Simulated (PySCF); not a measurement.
System: C$_{3}$H$_{8}$S$_{2}$.

Input

```
{"job": {"kind": "nmr", "xc": "PBE0", "basis": "pcSseg-1", "pop": false}, "charge": 0, "multiplicity": 1}
C     -1.285161     0.533172     0.415892
C     -0.374553    -0.158414    -0.582907
C      0.247632    -1.430338    -0.035008
S      0.921430     0.991027    -1.182550
S      1.942853     1.380214     0.592238
H     -0.735578     0.776856     1.323634
H     -2.112138    -0.123885     0.677939
H     -1.688200     1.452034    -0.004339
H     -0.920211    -0.372188    -1.506934
H      0.912933    -1.879346    -0.769232
H     -0.533578    -2.146148     0.213155
H      0.818547    -1.214544     0.866593
H      2.806022     2.191562    -0.008481
```

Command:

```sh
OMP_NUM_THREADS=1 python ens_run.py task.json out
```

Geometry: GFN2-xTB.

The calculation used PySCF 2.14.0, PBE0/pcSseg-1, SCF density, gas phase, non-relativistic.

Question: What will maps of the electron density and electron localisation function show?

Answer: C–S (1.83 Å): the density is about 1.2 e/Å³ at the midpoint; the ELF peaks at about 0.90 between the atoms: localised, covalent bonding.
S–S (2.08 Å): the density is about 0.97 e/Å³ at the midpoint; the ELF peaks at about 0.85 between the atoms; a shared electron pair.
C–H (1.09 Å): the density is about 2 e/Å³ at the midpoint; the ELF climbs to about 1 towards the hydrogen, as it does in any bond to H: an ordinary covalent bond to hydrogen.
S–H (1.33 Å): ρ is about 1.5 e/Å³ halfway; the ELF climbs to about 1 towards the hydrogen.

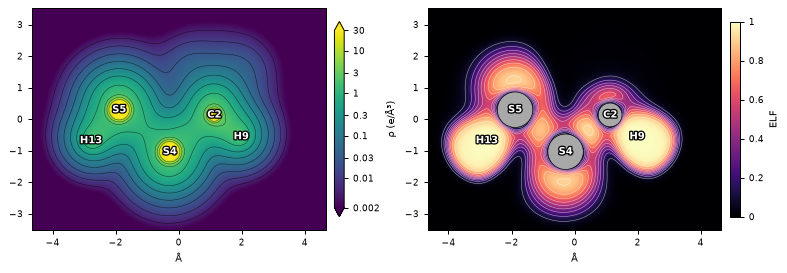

Computed electron density and electron localisation function on the plane of atoms C2, S4 and S5, in this order. Grey discs cover the atomic cores in the ELF map. 
